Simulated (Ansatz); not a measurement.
# Si: a point defect seen from the nuclei (Y on a Si site)

Aim: the field gradients at and around a point defect: Y on a Si site in Si, cell charge -1. The cell is a supercell built from a COD entry (the entry's cell lengths or inner coordinates differ somewhat from later room-temperature determinations). Planned: a single point, then a relaxation, then a check of xc.

The COD entry's cell or inner coordinates are ideal or old and differ from later refinements, so a difference from it is no clean test against experiment.

Method: DFT, PBE, plane-wave PAW, default files, scalar-relativistic, as far as a step names no other, in Ansatz 0.2.0.

### 1 The system as given

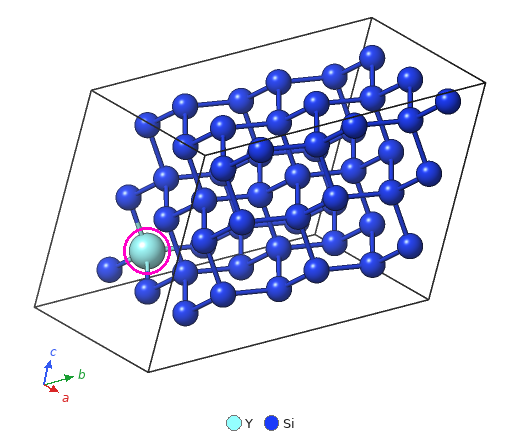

The starting structure, seen slightly off an axis (yttrium light teal, silicon blue). Atom 1 is ringed.

As a file:

```xyz
54
Lattice="0.0000 8.1407 8.1407 8.1407 0.0000 8.1407 8.1407 8.1407 0.0000" Properties=species:S:1:pos:R:3 pbc="T T T"
Y     4.0703    4.0703    4.0703
Si    6.7839    6.7839    4.0703
Si    9.4975    9.4975    4.0703
Si    6.7839    4.0703    6.7839
Si    9.4975    6.7839    6.7839
Si   12.2110    9.4975    6.7839
Si    9.4975    4.0703    9.4975
Si   12.2110    6.7839    9.4975
Si   14.9246    9.4975    9.4975
Si    4.0703    6.7839    6.7839
Si    6.7839    9.4975    6.7839
Si    9.4975   12.2110    6.7839
Si    6.7839    6.7839    9.4975
Si    9.4975    9.4975    9.4975
Si   12.2110   12.2110    9.4975
Si    9.4975    6.7839   12.2110
Si   12.2110    9.4975   12.2110
Si   14.9246   12.2110   12.2110
Si    4.0703    9.4975    9.4975
Si    6.7839   12.2110    9.4975
Si    9.4975   14.9246    9.4975
Si    6.7839    9.4975   12.2110
Si    9.4975   12.2110   12.2110
Si   12.2110   14.9246   12.2110
Si    9.4975    9.4975   14.9246
Si   12.2110   12.2110   14.9246
Si   14.9246   14.9246   14.9246
Si    2.7136    2.7136    2.7136
Si    5.4271    5.4271    2.7136
Si    8.1407    8.1407    2.7136
Si    5.4271    2.7136    5.4271
Si    8.1407    5.4271    5.4271
Si   10.8542    8.1407    5.4271
Si    8.1407    2.7136    8.1407
Si   10.8542    5.4271    8.1407
Si   13.5678    8.1407    8.1407
Si    2.7136    5.4271    5.4271
Si    5.4271    8.1407    5.4271
Si    8.1407   10.8542    5.4271
Si    5.4271    5.4271    8.1407
Si    8.1407    8.1407    8.1407
Si   10.8542   10.8542    8.1407
Si    8.1407    5.4271   10.8542
Si   10.8542    8.1407   10.8542
Si   13.5678   10.8542   10.8542
Si    2.7136    8.1407    8.1407
Si    5.4271   10.8542    8.1407
Si    8.1407   13.5678    8.1407
Si    5.4271    8.1407   10.8542
Si    8.1407   10.8542   10.8542
Si   10.8542   13.5678   10.8542
Si    8.1407    8.1407   13.5678
Si   10.8542   10.8542   13.5678
Si   13.5678   13.5678   13.5678
```

Atom 1 of the input is the impurity.

### 2 First run, atoms as given

Contents of input.yaml:

```yaml
crystal:
  lattice:
    - [0.0, 8.14068, 8.14068]
    - [8.14068, 0.0, 8.14068]
    - [8.14068, 8.14068, 0.0]
  atoms:
    - { symbol: "Y", position: [0.25, 0.25, 0.25] }
    - { symbol: Si, position: [0.25, 0.25, 0.5833333333] }
    - { symbol: Si, position: [0.25, 0.25, 0.9166666667] }
    - { symbol: Si, position: [0.25, 0.5833333333, 0.25] }
    - { symbol: Si, position: [0.25, 0.5833333333, 0.5833333333] }
    - { symbol: Si, position: [0.25, 0.5833333333, 0.9166666667] }
    - { symbol: Si, position: [0.25, 0.9166666667, 0.25] }
    - { symbol: Si, position: [0.25, 0.9166666667, 0.5833333333] }
    - { symbol: Si, position: [0.25, 0.9166666667, 0.9166666667] }
    - { symbol: Si, position: [0.5833333333, 0.25, 0.25] }
    - { symbol: Si, position: [0.5833333333, 0.25, 0.5833333333] }
    - { symbol: Si, position: [0.5833333333, 0.25, 0.9166666667] }
    - { symbol: Si, position: [0.5833333333, 0.5833333333, 0.25] }
    - { symbol: Si, position: [0.5833333333, 0.5833333333, 0.5833333333] }
    - { symbol: Si, position: [0.5833333333, 0.5833333333, 0.9166666667] }
    - { symbol: Si, position: [0.5833333333, 0.9166666667, 0.25] }
    - { symbol: Si, position: [0.5833333333, 0.9166666667, 0.5833333333] }
    - { symbol: Si, position: [0.5833333333, 0.9166666667, 0.9166666667] }
    - { symbol: Si, position: [0.9166666667, 0.25, 0.25] }
    - { symbol: Si, position: [0.9166666667, 0.25, 0.5833333333] }
    - { symbol: Si, position: [0.9166666667, 0.25, 0.9166666667] }
    - { symbol: Si, position: [0.9166666667, 0.5833333333, 0.25] }
    - { symbol: Si, position: [0.9166666667, 0.5833333333, 0.5833333333] }
    - { symbol: Si, position: [0.9166666667, 0.5833333333, 0.9166666667] }
    - { symbol: Si, position: [0.9166666667, 0.9166666667, 0.25] }
    - { symbol: Si, position: [0.9166666667, 0.9166666667, 0.5833333333] }
    - { symbol: Si, position: [0.9166666667, 0.9166666667, 0.9166666667] }
    - { symbol: Si, position: [0.1666666667, 0.1666666667, 0.1666666667] }
    - { symbol: Si, position: [0.1666666667, 0.1666666667, 0.5] }
    - { symbol: Si, position: [0.1666666667, 0.1666666667, 0.8333333333] }
    - { symbol: Si, position: [0.1666666667, 0.5, 0.1666666667] }
    - { symbol: Si, position: [0.1666666667, 0.5, 0.5] }
    - { symbol: Si, position: [0.1666666667, 0.5, 0.8333333333] }
    - { symbol: Si, position: [0.1666666667, 0.8333333333, 0.1666666667] }
    - { symbol: Si, position: [0.1666666667, 0.8333333333, 0.5] }
    - { symbol: Si, position: [0.1666666667, 0.8333333333, 0.8333333333] }
    - { symbol: Si, position: [0.5, 0.1666666667, 0.1666666667] }
    - { symbol: Si, position: [0.5, 0.1666666667, 0.5] }
    - { symbol: Si, position: [0.5, 0.1666666667, 0.8333333333] }
    - { symbol: Si, position: [0.5, 0.5, 0.1666666667] }
    - { symbol: Si, position: [0.5, 0.5, 0.5] }
    - { symbol: Si, position: [0.5, 0.5, 0.8333333333] }
    - { symbol: Si, position: [0.5, 0.8333333333, 0.1666666667] }
    - { symbol: Si, position: [0.5, 0.8333333333, 0.5] }
    - { symbol: Si, position: [0.5, 0.8333333333, 0.8333333333] }
    - { symbol: Si, position: [0.8333333333, 0.1666666667, 0.1666666667] }
    - { symbol: Si, position: [0.8333333333, 0.1666666667, 0.5] }
    - { symbol: Si, position: [0.8333333333, 0.1666666667, 0.8333333333] }
    - { symbol: Si, position: [0.8333333333, 0.5, 0.1666666667] }
    - { symbol: Si, position: [0.8333333333, 0.5, 0.5] }
    - { symbol: Si, position: [0.8333333333, 0.5, 0.8333333333] }
    - { symbol: Si, position: [0.8333333333, 0.8333333333, 0.1666666667] }
    - { symbol: Si, position: [0.8333333333, 0.8333333333, 0.5] }
    - { symbol: Si, position: [0.8333333333, 0.8333333333, 0.8333333333] }
total_charge: -1
kpoints:
  mp_grid: { grid: [2, 2, 2] }
scf:
  occupations: { method: fermi_dirac, width: 0.01 }
hamiltonian:
  xc: pbe
  pseudopotentials: { kind: paw }
output:
  forces: true
  stress: true
  populations: true
  efg: { contact_densities: true }
```

Launch:

```sh
$ ansatz run input.yaml --threads 1 --pin off --max-ram 3072MiB --backend cpu --events-out ev --progress --plain --runs-dir out
```

What it wrote:

```text
Warning: RAYON_NUM_THREADS=1 ignored (pool sized by the plan → 1); use --threads N
Y: output.efg is read without spin–orbit coupling, which moves field gradients at and beside such atoms by some per cent and up to a factor of two; PAW files take it under magnetization.noncollinear and magnetization.spin_orbit
Engine: ansatz 0.2.0, aarch64-unknown-linux-gnu
Pseudopotentials: kind: paw
Pseudopotential: Y, paw, valence charge 11, recommended cutoff 420 eV (normal), Y.paw.azcp
Pseudopotential: Si, paw, valence charge 4, recommended cutoff 420 eV (normal), Si.paw.azcp
Functional definition: PBE
  parameter kappa = 0.804
  parameter beta = 0.06672455060314922
  exchange = pbe_x(kappa = kappa, mu = beta*pi^2/3)
  correlation = pbe_c(beta = beta)
Crystal: 54 atoms, lattice volume = 1078.977 Å³
Basis set: ecut = 420 eV, 21187 PW (Γ), exchange–correlation on 160×160×160 points (8 copies of the dense FFT grid, shifted against one another)
Bands: 166, of which v1, the nominal top of the filled ones, is band 112 counted from 1 (111 counted from 0)
Symmetry: 24 space group operations
Space group: F-43m (ITA 216), of the structure as read, at distance tolerance 1.0e-4 Å
k-points: 3 of 8
Non-local potential: Y, projectors of the file, l = 0: 3, l = 1: 2, l = 2: 2, l = 3: 1
Non-local potential: Si, projectors of the file, l = 0: 2, l = 1: 2, l = 2: 2
PAW form: soft (Blöchl's): semilocal exchange-correlation on the pseudo side does not see the compensation charge
PAW one-centre angular grid: Y, 590 points (default); XC on 64 Gauss nodes
PAW one-centre angular grid: Si, 110 points (default); XC on 64 Gauss nodes
Initial density: superposition of atomic densities (neutral atoms scaled as one to the charged cell's electrons: chi_scale 0, normalization atom), corrected by the library's trained network
Initial wavefunctions: pseudopotential atomic-orbital guess
Functional: x = pbe(κ = 0.804, μ = 0.2195149727645171), c = pbe(β = 0.06672455060314922)
SCF iter   1: F=—  HF=-37533.417718 eV  |F-HF|=—  |Δ(HF+E_count)|=         —  Δρ=2.75e-3  dr2=3.78e-1  ethr=1.77e-3  ⟨swp⟩=6.0  Hψ=2273  notcnv=0  defer=78
preconditioner: auto → Resta (q_TF=auto, 2.099 Å⁻¹)  ε∞=5.6  [insulator: Δε(μ)=0.329 eV  Ē_g=7.768 eV  σ=0.010 eV  W_gap=1.00  n_scr=168 (ndim 8)  ℏωp=16.6 eV  f_vac=0.000  D(μ)=0.00/eV (n_scr^D=0)  ε∞_Penn≈5.6]
SCF iter   2: F=—  HF=-37533.359722 eV  |F-HF|=—  |Δ(HF+E_count)|=   5.80e-2  Δρ=1.07e-3  dr2=1.61e-2  ethr=1.69e-4  ⟨swp⟩=3.0  Hψ=744  notcnv=0  defer=128
SCF iter   3: F=—  HF=-37533.359935 eV  |F-HF|=—  |Δ(HF+E_count)|=   2.14e-4  Δρ=5.49e-4  dr2=3.43e-3  ethr=7.20e-6  ⟨swp⟩=2.7  Hψ=645  notcnv=0  defer=142
SCF iter   4: F=—  HF=-37533.360853 eV  |F-HF|=—  |Δ(HF+E_count)|=   9.17e-4  Δρ=9.65e-5  dr2=1.80e-4  ethr=1.53e-6  ⟨swp⟩=2.0  Hψ=666  notcnv=0  defer=142
SCF iter   5: F=—  HF=-37533.360966 eV  |F-HF|=—  |Δ(HF+E_count)|=   1.13e-4  Δρ=3.03e-5  dr2=1.40e-5  ethr=8.06e-8  ⟨swp⟩=2.0  Hψ=569  notcnv=0  defer=142
SCF iter   6: F=—  HF=-37533.361310 eV  |F-HF|=—  |Δ(HF+E_count)|=   3.43e-4  Δρ=6.33e-6  dr2=7.39e-7  ethr=6.26e-9  ⟨swp⟩=2.0  Hψ=682  notcnv=0  defer=142
SCF iter   7: F=-37533.361310 eV  HF=-37533.361310 eV  |F-HF|=2.73e-8  |Δ(HF+E_count)|=   5.52e-7  Δρ=1.63e-6  dr2=4.30e-8  ethr=4.46e-11  ⟨swp⟩=15.7  Hψ=3310  notcnv=0
SCF 1 converged in 7 iterations: F = -37533.361310 eV  dr2 = 4.30e-8
SCF converged after 7 iterations
Free energy (F): -37533.361310 eV
Harris-Foulkes:  -37533.361310 eV  (|F-HF|=2.73e-8)
Internal energy: -37533.361310 eV  (E = F + TS)
E sigma→0 (E₀):  -37533.361310 eV
Fermi energy:    6.751473 eV
--- Per-component energies (eV) ---
[... 15 lines left out ...]
--- Forces (eV/Å), atoms counted from 1 ---
  atom   1  Y     -0.00000000     0.00000000    -0.00000000
  atom   2  Si     0.00325206     0.00325206    -0.21078917
  atom   3  Si    -0.00325206    -0.00325206    -0.21078917
  atom   4  Si     0.00325206    -0.21078917     0.00325206
  atom   5  Si     0.03436537    -0.03436537    -0.03436537
  atom   6  Si     0.21078917    -0.00325206     0.00325206
[... 48 lines left out ...]
  max |Σ_I F_I| component: 2.26e-15 eV/Å
--- Stress (GPa, compression-positive) ---
        4.317911       0.000000      -0.000000
        0.000000       4.317911       0.000000
       -0.000000       0.000000       4.317911
  P = ⅓ Tr σ = 4.3179 GPa (43.179 kbar)
--- PAW observables at the nuclei: V_zz in 10²¹ V/m², potentials from the cell's mean, atoms counted from 1 ---
  atom   1  Y  V_zz =    -0.000000   η = 0.0000   by run symmetry: forbidden
            electrostatic potential = -5714.199071 V   contact ρ = 443916.023940 e/Å³
  atom   2  Si V_zz =    +0.449240   η = 0.7346   by run symmetry: allowed
            electrostatic potential = -1358.717558 V   contact ρ = 12810.760482 e/Å³
  atom   3  Si V_zz =    +0.449240   η = 0.7346   by run symmetry: allowed
            electrostatic potential = -1358.717558 V   contact ρ = 12810.760482 e/Å³
  atom   4  Si V_zz =    +0.449240   η = 0.7346   by run symmetry: allowed
            electrostatic potential = -1358.717558 V   contact ρ = 12810.760482 e/Å³
  atom   5  Si V_zz =    +0.115408   η = 0.0000   by run symmetry: allowed
            electrostatic potential = -1358.687222 V   contact ρ = 12810.506217 e/Å³
  atom   6  Si V_zz =    +0.449240   η = 0.7346   by run symmetry: allowed
            electrostatic potential = -1358.717558 V   contact ρ = 12810.760482 e/Å³
  atom   7  Si V_zz =    +0.449240   η = 0.7346   by run symmetry: allowed
            electrostatic potential = -1358.717558 V   contact ρ = 12810.760482 e/Å³
  atom   8  Si V_zz =    +0.449240   η = 0.7346   by run symmetry: allowed
            electrostatic potential = -1358.717558 V   contact ρ = 12810.760482 e/Å³
  atom   9  Si V_zz =    +0.137782   η = 0.0000   by run symmetry: allowed
            electrostatic potential = -1358.702657 V   contact ρ = 12810.552895 e/Å³
  atom  10  Si V_zz =    +0.449240   η = 0.7346   by run symmetry: allowed
            electrostatic potential = -1358.717558 V   contact ρ = 12810.760482 e/Å³
  atom  11  Si V_zz =    +0.115408   η = 0.0000   by run symmetry: allowed
            electrostatic potential = -1358.687222 V   contact ρ = 12810.506217 e/Å³
  atom  12  Si V_zz =    +0.449240   η = 0.7346   by run symmetry: allowed
            electrostatic potential = -1358.717558 V   contact ρ = 12810.760482 e/Å³
  atom  13  Si V_zz =    +0.115408   η = 0.0000   by run symmetry: allowed
            electrostatic potential = -1358.687222 V   contact ρ = 12810.506217 e/Å³
  atom  14  Si V_zz =    +0.115408   η = 0.0000   by run symmetry: allowed
            electrostatic potential = -1358.687222 V   contact ρ = 12810.506217 e/Å³
  atom  15  Si V_zz =    -0.083776   η = 0.7304   by run symmetry: allowed
            electrostatic potential = -1358.655229 V   contact ρ = 12810.521062 e/Å³
  atom  16  Si V_zz =    +0.449240   η = 0.7346   by run symmetry: allowed
            electrostatic potential = -1358.717558 V   contact ρ = 12810.760482 e/Å³
  atom  17  Si V_zz =    -0.083776   η = 0.7304   by run symmetry: allowed
            electrostatic potential = -1358.655229 V   contact ρ = 12810.521062 e/Å³
  atom  18  Si V_zz =    -0.083776   η = 0.7304   by run symmetry: allowed
            electrostatic potential = -1358.655229 V   contact ρ = 12810.521062 e/Å³
  atom  19  Si V_zz =    +0.449240   η = 0.7346   by run symmetry: allowed
            electrostatic potential = -1358.717558 V   contact ρ = 12810.760482 e/Å³
  atom  20  Si V_zz =    +0.449240   η = 0.7346   by run symmetry: allowed
            electrostatic potential = -1358.717558 V   contact ρ = 12810.760482 e/Å³
  atom  21  Si V_zz =    +0.137782   η = 0.0000   by run symmetry: allowed
            electrostatic potential = -1358.702657 V   contact ρ = 12810.552895 e/Å³
  atom  22  Si V_zz =    +0.449240   η = 0.7346   by run symmetry: allowed
            electrostatic potential = -1358.717558 V   contact ρ = 12810.760482 e/Å³
  atom  23  Si V_zz =    -0.083776   η = 0.7304   by run symmetry: allowed
            electrostatic potential = -1358.655229 V   contact ρ = 12810.521062 e/Å³
  atom  24  Si V_zz =    -0.083776   η = 0.7304   by run symmetry: allowed
            electrostatic potential = -1358.655229 V   contact ρ = 12810.521062 e/Å³
  atom  25  Si V_zz =    +0.137782   η = 0.0000   by run symmetry: allowed
            electrostatic potential = -1358.702657 V   contact ρ = 12810.552895 e/Å³
  atom  26  Si V_zz =    -0.083776   η = 0.7304   by run symmetry: allowed
            electrostatic potential = -1358.655229 V   contact ρ = 12810.521062 e/Å³
  atom  27  Si V_zz =    +0.137782   η = 0.0000   by run symmetry: allowed
            electrostatic potential = -1358.702657 V   contact ρ = 12810.552895 e/Å³
  atom  28  Si V_zz =    -5.323389   η = 0.0000   by run symmetry: allowed
            electrostatic potential = -1360.085943 V   contact ρ = 12813.496032 e/Å³
  atom  29  Si V_zz =    -5.323389   η = 0.0000   by run symmetry: allowed
            electrostatic potential = -1360.085943 V   contact ρ = 12813.496032 e/Å³
  atom  30  Si V_zz =    -0.466659   η = 0.5299   by run symmetry: allowed
            electrostatic potential = -1358.746771 V   contact ρ = 12810.888228 e/Å³
  atom  31  Si V_zz =    -5.323389   η = 0.0000   by run symmetry: allowed
            electrostatic potential = -1360.085943 V   contact ρ = 12813.496032 e/Å³
  atom  32  Si V_zz =    +0.135748   η = 0.1007   by run symmetry: allowed
            electrostatic potential = -1358.713074 V   contact ρ = 12810.607268 e/Å³
  atom  33  Si V_zz =    +0.135748   η = 0.1007   by run symmetry: allowed
            electrostatic potential = -1358.713074 V   contact ρ = 12810.607268 e/Å³
  atom  34  Si V_zz =    -0.466659   η = 0.5299   by run symmetry: allowed
            electrostatic potential = -1358.746771 V   contact ρ = 12810.888228 e/Å³
  atom  35  Si V_zz =    +0.135748   η = 0.1007   by run symmetry: allowed
            electrostatic potential = -1358.713074 V   contact ρ = 12810.607268 e/Å³
  atom  36  Si V_zz =    -0.466659   η = 0.5299   by run symmetry: allowed
            electrostatic potential = -1358.746771 V   contact ρ = 12810.888228 e/Å³
  atom  37  Si V_zz =    -5.323389   η = 0.0000   by run symmetry: allowed
            electrostatic potential = -1360.085943 V   contact ρ = 12813.496032 e/Å³
  atom  38  Si V_zz =    +0.135748   η = 0.1007   by run symmetry: allowed
            electrostatic potential = -1358.713074 V   contact ρ = 12810.607268 e/Å³
  atom  39  Si V_zz =    +0.135748   η = 0.1007   by run symmetry: allowed
            electrostatic potential = -1358.713074 V   contact ρ = 12810.607268 e/Å³
  atom  40  Si V_zz =    +0.135748   η = 0.1007   by run symmetry: allowed
            electrostatic potential = -1358.713074 V   contact ρ = 12810.607268 e/Å³
  atom  41  Si V_zz =    -0.000000   η = 0.0000   by run symmetry: forbidden
            electrostatic potential = -1358.653487 V   contact ρ = 12810.534724 e/Å³
  atom  42  Si V_zz =    +0.135748   η = 0.1007   by run symmetry: allowed
            electrostatic potential = -1358.713074 V   contact ρ = 12810.607268 e/Å³
  atom  43  Si V_zz =    +0.135748   η = 0.1007   by run symmetry: allowed
            electrostatic potential = -1358.713074 V   contact ρ = 12810.607268 e/Å³
  atom  44  Si V_zz =    +0.135748   η = 0.1007   by run symmetry: allowed
            electrostatic potential = -1358.713074 V   contact ρ = 12810.607268 e/Å³
  atom  45  Si V_zz =    -0.077946   η = 0.0000   by run symmetry: allowed
            electrostatic potential = -1358.659850 V   contact ρ = 12810.524425 e/Å³
  atom  46  Si V_zz =    -0.466659   η = 0.5299   by run symmetry: allowed
            electrostatic potential = -1358.746771 V   contact ρ = 12810.888228 e/Å³
  atom  47  Si V_zz =    +0.135748   η = 0.1007   by run symmetry: allowed
            electrostatic potential = -1358.713074 V   contact ρ = 12810.607268 e/Å³
  atom  48  Si V_zz =    -0.466659   η = 0.5299   by run symmetry: allowed
            electrostatic potential = -1358.746771 V   contact ρ = 12810.888228 e/Å³
  atom  49  Si V_zz =    +0.135748   η = 0.1007   by run symmetry: allowed
            electrostatic potential = -1358.713074 V   contact ρ = 12810.607268 e/Å³
  atom  50  Si V_zz =    +0.135748   η = 0.1007   by run symmetry: allowed
            electrostatic potential = -1358.713074 V   contact ρ = 12810.607268 e/Å³
  atom  51  Si V_zz =    -0.077946   η = 0.0000   by run symmetry: allowed
            electrostatic potential = -1358.659850 V   contact ρ = 12810.524425 e/Å³
  atom  52  Si V_zz =    -0.466659   η = 0.5299   by run symmetry: allowed
            electrostatic potential = -1358.746771 V   contact ρ = 12810.888228 e/Å³
  atom  53  Si V_zz =    -0.077946   η = 0.0000   by run symmetry: allowed
            electrostatic potential = -1358.659850 V   contact ρ = 12810.524425 e/Å³
  atom  54  Si V_zz =    -0.077946   η = 0.0000   by run symmetry: allowed
            electrostatic potential = -1358.659850 V   contact ρ = 12810.524425 e/Å³
--- Band table (eV) ---
[... 3 lines left out ...]
--- Löwdin populations: 54 sites ---
  site symbol       q [e]
[... 54 lines left out ...]
  spilling = 0.009156 (of n_electrons = 224.000000)
```

Wall time 68 s (1 thread of Arm Neoverse V1, shared host); peak memory 1.6 GiB.

At the end: gap on the mesh 0.40 eV, largest force 4.861 eV/Å, pressure 4.3 GPa.

Site by site (atoms counted from 1):

```csv
site,atoms,distance from the defect (Å),V_zz (10²¹ V/m²),η,C_Q (MHz)
Y,1,0.00,0.00,–,–
Si28,"28, 29, 31, 37",2.35,-5.32,0.00,–
Si2,"2, 3, 4, 6, …",3.84,0.45,0.73,–
Si32,"32, 33, 35, 38, …",4.50,0.14,0.10,–
Si15,"15, 17, 18, 23, …",5.43,-0.084,0.73,–
Si30,"30, 34, 36, 46, …",5.91,-0.47,0.53,–
Si5,"5, 11, 13, 14",6.65,0.12,0.00,–
Si9,"9, 21, 25, 27",6.65,0.14,0.00,–
Si45,"45, 51, 53, 54",7.05,-0.078,0.00,–
Si41,41,7.05,0.00,–,–
```

Conventions: |V_zz| ≥ |V_yy| ≥ |V_xx|, η = (V_xx − V_yy)/V_zz, C_Q = eQV_zz/h. Quadrupole moments are those of Pyykkö's year-2017 table. A dash under C_Q marks elements without a common quadrupolar isotope.

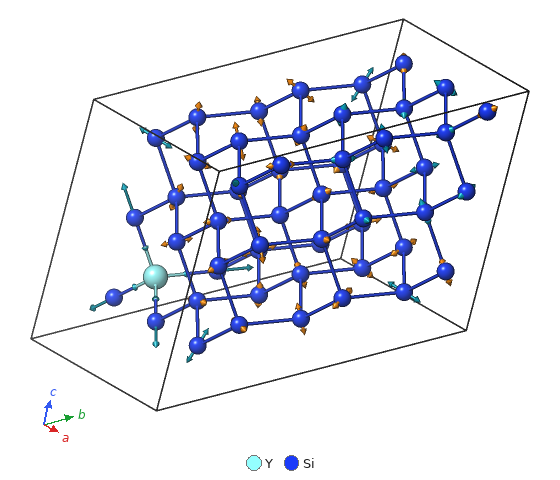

Double arrows mark the V_zz axes (orange positive, teal negative); their length grows with the root of |V_zz|.

(Part 1 of 3 ends here.)
